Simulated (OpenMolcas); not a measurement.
# P2 (diphosphorus), step by step

Aim: a single-point energy (HF/ANO-RCC-MB), then the energy (CASSCF(10,8)/ANO-RCC-VQZP), then the energy (CASPT2(10,8)/ANO-RCC-VQZP) of P2 (diphosphorus). 

Program for the calculation: OpenMolcas 26.06.

**1. The system as given**

P2 has 2 atoms, charge 0, and is taken as a singlet. As SMILES, `P#P`. Geometry: the measured bond length.

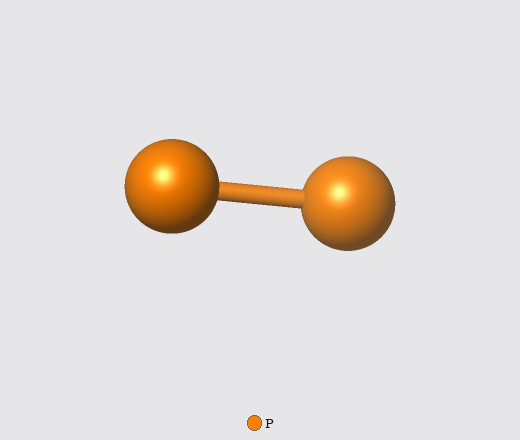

The structure, seen from a chosen angle (phosphorus orange).

**2. A single-point energy at HF/ANO-RCC-MB (DKH2) (run 1)**

File step1.input:

```
&GATEWAY
  Coord
  2
  angstrom
  P        0.000000       0.000000       0.000000
  P        0.000000       0.000000       1.893400
  Basis=ANO-RCC-MB
  Group=NoSym

&SEWARD

&SCF
  PrOrbitals=0
```

Run with:

```console
export MOLCAS_MEM=1860
pymolcas step1.input > step1.log
```

The program printed:

```text
--- Start Module: gateway ---
[...]
--- Stop Module: gateway /rc=_RC_ALL_IS_WELL_ ---
--- Start Module: seward ---
[...]
      Basis functions           18
--- Stop Module: seward /rc=_RC_ALL_IS_WELL_ ---
--- Start Module: scf ---
[...]
       Convergence after   7 Iterations
[...]
::    Total SCF energy                               -682.9954077688
[...]
      Total spin, S                                     0.0000000000
[...]
      Total electronic charge=   30.000000
      Total            charge=   -0.000000
[...]
      Dipole Moment (debye):
      Origin of the operator (angstrom)=    0.0000    0.0000    0.9467
                   X=  8.5897E-13               Y= -2.0498E-13               Z= -5.0754E-13           Total=  1.0185E-12
      Quadrupole Moment (debye*angstrom):
[...]
--- Stop Module: scf /rc=_RC_ALL_IS_WELL_ ---
[...]
```

Run time: 2 s. Hardware: 1 thread of Arm Neoverse V1, shared host; peak memory 0.38 GiB.

**3. The energy at CASSCF(10,8)/ANO-RCC-VQZP (DKH2, RICD fitting) (run 2)**

File step2.input:

```
* P2 CASSCF

&GATEWAY
 COORD
 2
 angstrom
 P        0.000000       0.000000       0.000000
 P        0.000000       0.000000       1.893400
 BASIS = ANO-RCC-MB
 GROUP = NoSym

&SEWARD

&RASSCF
 FILEORB = $CurrDir/step1.ScfOrb
 SPIN = 1
 NACTEL = 10 0 0
 INACTIVE = 10
 RAS2 = 8
 ORBLISTING = Nothing
>>> COPY $Project.RunFile RUNFIL1
>>> COPY $Project.RasOrb INPORB

&GATEWAY
 COORD
 2
 angstrom
 P        0.000000       0.000000       0.000000
 P        0.000000       0.000000       1.893400
 BASIS = ANO-RCC-VQZP
 GROUP = NoSym
 RICD

&SEWARD
>>> COPY $Project.RunFile RUNFIL2

&EXPBAS

&RASSCF
 FILEORB = $Project.ExpOrb
 SPIN = 1
 NACTEL = 10 0 0
 INACTIVE = 10
 RAS2 = 8
 ORBLISTING = Nothing
 ORBAPPEAR = Compact
```

Run with:

```console
export MOLCAS_MEM=1860
pymolcas step2.input > step2.log
```

The program printed:

```text
--- Start Module: gateway ---
[...]
      Basis functions           18
[...]
      Number of active orbitals                  8
[...]
      Spin quantum number                      0.0
[...]
      Active orbitals                            8
[...]
      Number of CSFs                          1176
[...]
      Number of root(s) required                 1
[...]
      Convergence after  5 iterations
[...]
      printout of CI-coefficients larger than  0.05 for root  1
      energy=    -683.099185
      conf/sym  11111111     Coeff  Weight
             1  22222000  -0.93941 0.88249
             3  22220200   0.15822 0.02503
            14  222udud0  -0.14399 0.02073
            15  222uudd0  -0.07493 0.00561
            40  22u2du0d   0.06492 0.00421
            41  22u2ud0d   0.06752 0.00456
[...]
      Natural orbitals and occupation numbers for root  1
      sym 1:   1.994624   1.983942   1.967620   1.901462   1.901462   0.108431   0.108431   0.034028
      ************************************************************************************************************************
      *                                                    Final results                                                     *
[...]
::    RASSCF root number  1 Total energy:   -683.09918491
[...]
      Basis functions          118
[...]
--- Start Module: expbas ---
[...]
      Convergence after  9 iterations
[...]
      Natural orbitals and occupation numbers for root  1
      sym 1:   1.993712   1.986180   1.974652   1.916657   1.916657   0.091215   0.091215   0.029712
      ************************************************************************************************************************
      *                                                    Final results                                                     *
[...]
::    RASSCF root number  1 Total energy:   -683.22055692
[...]
```

Wall time 17 s (1 thread of Arm Neoverse V1, shared host); peak memory 0.37 GiB.

**4. A single-point energy at CASPT2(10,8)/ANO-RCC-VQZP (DKH2, RICD fitting, ipea shift 0.25 Eh, pt2 variant SS) (run 3)**

File step3.input:

```
>>> EXPORT MOLCAS_PRINT=2

&GATEWAY
  Coord
  2
  angstrom
  P        0.000000       0.000000       0.000000
  P        0.000000       0.000000       1.893400
  Basis=ANO-RCC-VQZP
  Group=NoSym
  RICD

&SEWARD

&RASSCF
  FileOrb=$CurrDir/step2.RasOrb
  Spin=1
  Nactel=10 0 0
  Inactive=10
  Ras2=8
  OrbListing=Nothing
  OrbAppear=Compact

&CASPT2
  Imaginary=0.2
```

Run with:

```console
export MOLCAS_MEM=1860
pymolcas step3.input > step3.log
```

The program printed:

```text
--- Start Module: gateway ---
[...]
      Basis functions          118
[...]
--- Start Module: rasscf ---
[...]
      Number of active orbitals                  8
[...]
      Spin quantum number                      0.0
[...]
      Active orbitals                            8
[...]
      Number of CSFs                          1176
[...]
      Number of root(s) required                 1
[...]
      Convergence after  7 iterations
[...]
      printout of CI-coefficients larger than  0.05 for root  1
      energy=    -683.220557
      conf/sym  11111111     Coeff  Weight
             1  22222000  -0.94836 0.89939
             6  22220020   0.14231 0.02025
            14  222udud0   0.12546 0.01574
            15  222uudd0  -0.07400 0.00548
            43  22u2d0ud   0.06033 0.00364
            45  22u2u0dd   0.06177 0.00382
[...]
      Natural orbitals and occupation numbers for root  1
      sym 1:   1.993713   1.986181   1.974653   1.916665   1.916665   0.091206   0.091206   0.029710
      ************************************************************************************************************************
      *                                                    Final results                                                     *
[...]
::    RASSCF root number  1 Total energy:   -683.22055692
[...]
      Total electronic charge=   30.000000
      Total            charge=   -0.000000
[...]
      Dipole Moment (debye):
      Origin of the operator (angstrom)=    0.0000    0.0000    0.9467
                   X=  3.4566E-12               Y=  5.8491E-13               Z= -1.6029E-08           Total=  1.6029E-08
      Quadrupole Moment (debye*angstrom):
[...]
      E2 (Variational):          -0.2127392621
      Total energy:            -683.4332961855
[...]
      Reference weight:           0.90921
[...]
::    CASPT2 Root  1     Total energy:   -683.43329619
[...]
```

Run time: 17 s. Hardware: 1 thread of Arm Neoverse V1, shared host; peak memory 0.22 GiB.

**5. Summary of results**

| quantity | value |
| --- | --- |
| run 1, HF/ANO-RCC-MB: total energy | -682.99541 Eh |
| run 1, HF/ANO-RCC-MB: dipole moment | 0.00 D |
| run 1, HF/ANO-RCC-MB: HOMO energy | -11.02 eV |
| run 1, HF/ANO-RCC-MB: LUMO energy | 0.29 eV |
| run 1, HF/ANO-RCC-MB: HOMO–LUMO gap | 11.31 eV |
| run 2, CASSCF(10,8)/ANO-RCC-VQZP: total energy | -683.22056 Eh |
| run 2, CASSCF(10,8)/ANO-RCC-VQZP: dipole moment (CASSCF density) | 0.00 D |
| run 3, CASPT2(10,8)/ANO-RCC-VQZP: total energy | -683.43330 Eh |
| run 3, CASPT2(10,8)/ANO-RCC-VQZP: dipole moment (CASSCF density) | 0.00 D |
